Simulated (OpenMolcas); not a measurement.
## Single-point calculation, with input and output: CF2 (charge +1) (part 3 of 3)

CF2, charge +1, multiplicity 4, SMILES F[C+]F; M06-2X/cc-pVTZ, UKS (OpenMolcas 26.06). The geometry is that of the parent species in another charge or spin state. The geometry comes from this level: PBE0-D4/def2-TZVP.

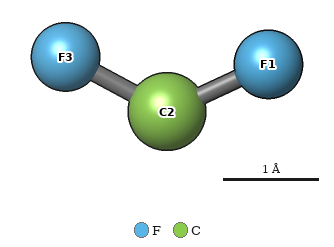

Fig. 1: The structure (ball-and-stick view, seen at a tilt; atoms are numbered from 1 in the order of the input).

## What the program printed, continued
```
   34    0.6431    0.0000          7 F1     2px    ( 0.475),    13 F1     2pz    (-0.863),    45 C2     3d2-   (-0.566),    47 C2     3d1-   ( 0.873),
                                  49 C2     3d0    ( 0.700),    67 F3     2px    (-0.475),    73 F3     2pz    ( 0.863),

   35    3.1351    0.0000          5 F1     2px    (-1.198),     6 F1     2px    ( 1.075),     8 F1     2py    (-0.818),    68 F3     2py    ( 1.584),
                                  69 F3     2py    (-1.368),

   36    1.8881    0.0000          3 F1     1s     (-1.011),     4 F1     1s     ( 1.275),     7 F1     2px    ( 0.670),     8 F1     2py    ( 0.813),
                                   9 F1     2py    (-0.745),    33 C2     1s     (-1.056),    35 C2     2px    (-0.684),    36 C2     2px    ( 0.834),
                                  39 C2     2py    (-0.658),    45 C2     3d2-   (-0.706),    63 F3     1s     (-1.025),    64 F3     1s     ( 1.277),
                                  67 F3     2px    ( 0.650),

   37    3.1247    0.0000          5 F1     2px    ( 0.658),     6 F1     2px    (-0.662),    11 F1     2pz    (-1.195),    12 F1     2pz    ( 1.203),
                                  65 F3     2px    (-0.658),    66 F3     2px    ( 0.662),    71 F3     2pz    ( 1.195),    72 F3     2pz    (-1.202),

   38    1.1330    0.0000         11 F1     2pz    ( 0.535),    13 F1     2pz    (-0.888),    36 C2     2px    ( 0.542),    37 C2     2px    (-0.534),
                                  41 C2     2pz    ( 0.876),    42 C2     2pz    (-0.986),    43 C2     2pz    ( 0.970),    71 F3     2pz    ( 0.535),
                                  73 F3     2pz    (-0.888),

   39    1.9333    0.0000          4 F1     1s     ( 1.788),     8 F1     2py    (-0.903),    33 C2     1s     (-1.324),    34 C2     1s     (-1.053),
                                  45 C2     3d2-   (-1.364),    47 C2     3d1-   (-1.040),    53 C2     3d2+   ( 0.961),    64 F3     1s     ( 1.012),

   40    1.1550    0.0000          4 F1     1s     (-2.649),    64 F3     1s     ( 2.535),

   41    2.4791    0.0000          3 F1     1s     ( 2.193),     4 F1     1s     (-3.683),    63 F3     1s     (-2.330),    64 F3     1s     ( 3.326),

   42    2.3627    0.0000          4 F1     1s     ( 1.129),    34 C2     1s     (-1.763),    64 F3     1s     ( 1.920),

   43    1.7410    0.0000         35 C2     2px    ( 0.569),    36 C2     2px    (-0.529),    41 C2     2pz    (-1.035),    42 C2     2pz    ( 0.962),

   44    6.1333    0.0000          3 F1     1s     ( 1.140),     4 F1     1s     (-1.640),    63 F3     1s     ( 1.096),    64 F3     1s     (-1.664),

   45    2.8810    0.0000         11 F1     2pz    ( 0.309),    12 F1     2pz    (-0.416),    15 F1     3d2-   (-0.361),    17 F1     3d1-   ( 0.564),
                                  19 F1     3d0    ( 0.419),    46 C2     3d1-   ( 0.354),    48 C2     3d0    ( 0.284),    58 C2     4f1+   (-0.284),
                                  59 C2     4f2+   (-0.303),    71 F3     2pz    (-0.309),    72 F3     2pz    ( 0.416),    75 F3     3d2-   (-0.346),
                                  77 F3     3d1-   ( 0.526),    79 F3     3d0    ( 0.455),

   46    3.5700    0.0000          5 F1     2px    ( 0.730),    11 F1     2pz    (-1.327),    12 F1     2pz    ( 1.137),    65 F3     2px    (-0.730),
                                  71 F3     2pz    ( 1.327),    72 F3     2pz    (-1.137),

   47    2.4206    0.0000         44 C2     3d2-   ( 0.416),    45 C2     3d2-   (-0.383),    46 C2     3d1-   (-0.642),    47 C2     3d1-   ( 0.591),
                                  48 C2     3d0    (-0.515),    49 C2     3d0    ( 0.474),    77 F3     3d1-   ( 0.327),

   48    4.0959    0.0000          3 F1     1s     ( 0.813),     8 F1     2py    (-1.073),     9 F1     2py    ( 0.743),    33 C2     1s     (-1.290),
                                  34 C2     1s     ( 1.172),    35 C2     2px    (-1.126),    36 C2     2px    ( 1.444),    39 C2     2py    (-1.212),
                                  63 F3     1s     ( 0.961),    64 F3     1s     (-1.242),

   49    2.4696    0.0000         13 F1     2pz    (-0.425),    17 F1     3d1-   ( 0.437),    45 C2     3d2-   (-0.458),    47 C2     3d1-   ( 0.706),
                                  49 C2     3d0    ( 0.567),    73 F3     2pz    ( 0.425),    79 F3     3d0    ( 0.395),

   50    5.9260    0.0000          8 F1     2py    (-1.537),     9 F1     2py    ( 1.496),    39 C2     2py    (-1.249),    68 F3     2py    (-0.934),
                                  69 F3     2py    ( 0.838),

   51    2.2467    0.0000          7 F1     2px    ( 0.743),    15 F1     3d2-   (-0.952),    38 C2     2py    ( 1.346),    45 C2     3d2-   (-1.107),
                                  64 F3     1s     ( 1.043),

   52    7.0495    0.0000          4 F1     1s     ( 3.553),    33 C2     1s     (-6.430),    64 F3     1s     ( 3.675),

   53    3.9593    0.0000          4 F1     1s     (-2.040),    35 C2     2px    ( 1.436),    53 C2     3d2+   (-1.031),

   54    3.0361    0.0000          6 F1     2px    (-0.756),    35 C2     2px    ( 0.952),    38 C2     2py    ( 1.444),    60 C2     4f3+   (-0.833),
                                  64 F3     1s     ( 0.969),    69 F3     2py    (-0.760),

   55    1.7236    0.0000         35 C2     2px    (-1.333),    36 C2     2px    ( 1.327),    41 C2     2pz    ( 2.422),    42 C2     2pz    (-2.410),

   56    2.9941    0.0000         33 C2     1s     (-2.941),    35 C2     2px    ( 2.148),    64 F3     1s     ( 2.110),

   57    2.4537    0.0000         35 C2     2px    ( 1.046),    36 C2     2px    (-0.856),    41 C2     2pz    ( 0.543),    44 C2     3d2-   (-0.541),
                                  45 C2     3d2-   ( 0.619),    64 F3     1s     ( 0.564),

   58    2.9967    0.0000          4 F1     1s     (-4.010),    35 C2     2px    ( 2.618),    38 C2     2py    ( 5.197),    64 F3     1s     ( 3.702),

   59    5.6469    0.0000          4 F1     1s     (-1.158),    33 C2     1s     ( 0.988),    35 C2     2px    (-0.825),    36 C2     2px    ( 1.298),
                                  38 C2     2py    ( 0.898),    42 C2     2pz    ( 0.731),

   60    7.0198    0.0000          5 F1     2px    (-0.421),    14 F1     3d2-   ( 0.388),    30 F1     4f3+   ( 0.511),    59 C2     4f2+   (-0.334),
                                  60 C2     4f3+   (-0.581),    68 F3     2py    (-0.421),    74 F3     3d2-   (-0.305),    90 F3     4f3+   ( 0.414),

   61    2.4452    0.0000         36 C2     2px    (-0.958),    38 C2     2py    ( 1.187),    39 C2     2py    (-1.512),

   62    2.9900    0.0000         12 F1     2pz    (-0.460),    13 F1     2pz    (-0.461),    15 F1     3d2-   (-0.433),    17 F1     3d1-   ( 0.787),
                                  35 C2     2px    (-0.394),    41 C2     2pz    ( 0.716),    56 C2     4f1-   ( 0.605),    58 C2     4f1+   ( 0.560),
                                  59 C2     4f2+   (-0.418),    72 F3     2pz    (-0.460),    73 F3     2pz    (-0.461),    79 F3     3d0    (-0.671),
                                  81 F3     3d1+   (-0.443),

   63    7.3277    0.0000          3 F1     1s     (-2.963),     8 F1     2py    ( 2.103),    35 C2     2px    ( 2.052),    38 C2     2py    ( 3.753),
                                  63 F3     1s     ( 2.907),

   64    6.1326    0.0000         11 F1     2pz    ( 0.360),    12 F1     2pz    (-0.408),    28 F1     4f1+   ( 0.635),    71 F3     2pz    (-0.360),
                                  72 F3     2pz    ( 0.408),    87 F3     4f0    ( 0.361),    89 F3     4f2+   ( 0.424),

   65    2.9881    0.0000          5 F1     2px    ( 0.828),     6 F1     2px    (-0.760),    44 C2     3d2-   (-0.624),    64 F3     1s     ( 0.534),
                                  68 F3     2py    (-0.909),    69 F3     2py    ( 0.970),

   66    7.3992    0.0000         33 C2     1s     (-7.004),    64 F3     1s     ( 3.773),

   67    6.1248    0.0000         24 F1     4f3-   (-0.381),    25 F1     4f2-   (-0.517),    39 C2     2py    ( 0.300),    52 C2     3d2+   (-0.316),
                                  84 F3     4f3-   ( 0.430),    87 F3     4f0    ( 0.368),    90 F3     4f3+   ( 0.290),

   68    6.4130    0.0000         27 F1     4f0    (-0.494),    29 F1     4f2+   ( 0.443),    33 C2     1s     (-0.314),    85 F3     4f2-   (-0.314),
                                  86 F3     4f1-   ( 0.439),    90 F3     4f3+   (-0.314),

   69    6.6695    0.0000         32 C2     1s     ( 0.610),    33 C2     1s     (-1.060),

   70    5.5575    0.0000         38 C2     2py    ( 2.302),    39 C2     2py    (-1.521),

   71    8.5138    0.0000         33 C2     1s     (-9.749),

   72    4.3089    0.0000          5 F1     2px    (-0.973),     6 F1     2px    ( 0.898),    11 F1     2pz    ( 1.769),    12 F1     2pz    (-1.631),
                                  41 C2     2pz    (-0.893),    65 F3     2px    (-0.973),    66 F3     2px    ( 0.898),    71 F3     2pz    ( 1.769),
                                  72 F3     2pz    (-1.632),

   73    6.5555    0.0000         33 C2     1s     (-1.656),

   74    4.5365    0.0000          5 F1     2px    (-1.803),     6 F1     2px    ( 1.567),    11 F1     2pz    (-0.958),    68 F3     2py    (-1.840),
                                  69 F3     2py    ( 1.600),

   75    6.5826    0.0000          3 F1     1s     (-0.420),    24 F1     4f3-   ( 0.424),    26 F1     4f1-   ( 0.465),    36 C2     2px    (-0.444),
                                  38 C2     2py    ( 0.390),    39 C2     2py    (-0.736),    53 C2     3d2+   (-0.386),    63 F3     1s     ( 0.427),
                                  87 F3     4f0    ( 0.459),

   76    6.9366    0.0000         16 F1     3d1-   ( 0.220),    26 F1     4f1-   (-0.346),    27 F1     4f0    ( 0.263),    29 F1     4f2+   ( 0.403),
                                  30 F1     4f3+   (-0.308),    46 C2     3d1-   ( 0.228),    58 C2     4f1+   (-0.219),    59 C2     4f2+   (-0.233),
                                  84 F3     4f3-   (-0.280),    85 F3     4f2-   ( 0.232),    86 F3     4f1-   ( 0.393),    88 F3     4f1+   ( 0.430),

   77    6.4158    0.0000         27 F1     4f0    (-0.554),    29 F1     4f2+   ( 0.419),    85 F3     4f2-   ( 0.328),    86 F3     4f1-   (-0.508),

   78    8.4282    0.0000          5 F1     2px    (-0.384),    14 F1     3d2-   (-0.628),    15 F1     3d2-   ( 0.756),    17 F1     3d1-   ( 0.385),
                                  30 F1     4f3+   ( 0.433),    35 C2     2px    ( 0.452),    38 C2     2py    ( 0.747),    59 C2     4f2+   (-0.380),
                                  60 C2     4f3+   (-0.699),    74 F3     3d2-   ( 0.467),    75 F3     3d2-   (-0.485),    82 F3     3d2+   (-0.410),
                                  83 F3     3d2+   ( 0.595),

   79    6.3534    0.0000         28 F1     4f1+   ( 0.610),    85 F3     4f2-   (-0.323),    87 F3     4f0    (-0.322),    89 F3     4f2+   (-0.307),

   80    7.8638    0.0000         18 F1     3d0    (-0.578),    20 F1     3d1+   (-0.440),    22 F1     3d2+   ( 0.352),    76 F3     3d1-   (-0.655),
                                  77 F3     3d1-   ( 0.363),

   81    6.9823    0.0000         27 F1     4f0    ( 0.369),    29 F1     4f2+   ( 0.437),    41 C2     2pz    ( 0.420),    56 C2     4f1-   ( 0.313),
                                  88 F3     4f1+   (-0.620),

   82    8.1817    0.0000         14 F1     3d2-   ( 0.369),    16 F1     3d1-   (-0.662),    17 F1     3d1-   ( 0.559),    78 F3     3d0    (-0.560),
                                  79 F3     3d0    ( 0.473),    80 F3     3d1+   (-0.361),

   83    2.4703    0.0000         19 F1     3d0    ( 0.366),    35 C2     2px    (-0.279),    41 C2     2pz    ( 0.507),    42 C2     2pz    (-0.326),
                                  54 C2     4f3-   ( 0.352),    55 C2     4f2-   (-0.421),    56 C2     4f1-   (-0.439),    58 C2     4f1+   ( 0.376),
                                  77 F3     3d1-   (-0.434),

   84    6.6342    0.0000         24 F1     4f3-   ( 0.310),    25 F1     4f2-   (-0.288),    26 F1     4f1-   (-0.468),    28 F1     4f1+   (-0.281),
                                  86 F3     4f1-   (-0.440),    89 F3     4f2+   ( 0.327),    90 F3     4f3+   (-0.280),

   85    2.5094    0.0000         46 C2     3d1-   ( 0.490),    47 C2     3d1-   (-0.306),    48 C2     3d0    (-0.459),    49 C2     3d0    ( 0.286),
                                  50 C2     3d1+   (-0.428),    51 C2     3d1+   ( 0.267),    52 C2     3d2+   ( 0.367),    58 C2     4f1+   (-0.529),

   86    7.9748    0.0000         18 F1     3d0    (-0.574),    19 F1     3d0    ( 0.331),    20 F1     3d1+   (-0.438),    22 F1     3d2+   ( 0.351),
                                  76 F3     3d1-   ( 0.651),    77 F3     3d1-   (-0.373),

--

++    Molecular properties:
      ---------------------

      Charge (e):
                      =    1.0000
      Dipole Moment (debye):
      Origin of the operator (angstrom)=   -0.0386    0.0310   -0.0178
                   X=  1.2354E-01               Y= -9.9153E-02               Z=  5.7032E-02           Total=  1.6836E-01
      Center of Charge (angstrom)
                     X=   -0.01287649               Y=    0.01034214               Z=   -0.00594502
      Quadrupole Moment (debye*angstrom):
      Origin of the operator (angstrom)=   -0.0386    0.0310   -0.0178
                  XX= -1.1624E+01              XY=  1.4697E+00              XZ=  1.0217E+00              YY= -9.8228E+00
                  YZ=  1.1805E+00              ZZ= -1.2492E+01
      In traceless form (debye*angstrom)
                  XX= -4.6625E-01              XY=  2.2045E+00              XZ=  1.5326E+00              YY=  2.2353E+00
                  YZ=  1.7707E+00              ZZ= -1.7690E+00
--

--- Stop Module: scf /rc=_RC_ALL_IS_WELL_ ---
--- Module scf spent 46 seconds ---

.##################.
.# Happy landing! #.
.##################.

    Timing: Wall=50.60 User=46.66 System=3.91
```

This output came from the following input.

## Input
```
&GATEWAY
  BasLib
  $CurrDir
  Coord
  3
  angstrom
  F        0.379110       0.972980       0.316190
  C        0.275710      -0.221360       0.127270
  F       -0.654830      -0.751620      -0.443470
  Basis
  cc-pVTZ
  Group
  NoSym

&SEWARD
  GridInput
  Grid=UltraFine
  End of Grid

&SCF
  UHF
  Charge
  1
  Spin
  4
  KSDFT
  M062X
  Thresholds
  1e-10 1e-07 1e-07 1e-05
  PrOrbitals
  1 2
```

Launch command:
```bash
export MOLCAS_MEM=1860
pymolcas mol.input > mol.log
```

## Key numbers

- outcome: converged
- total energy: −236.981700 hartree
- basis functions: 90
- ⟨S²⟩: 3.762
- hardware: 1 thread of Intel Xeon @ 2.50GHz (Skylake/Cascade Lake), 96 GiB of memory available, shared host
- wall time: 51 s
- peak memory: 0.49 GiB
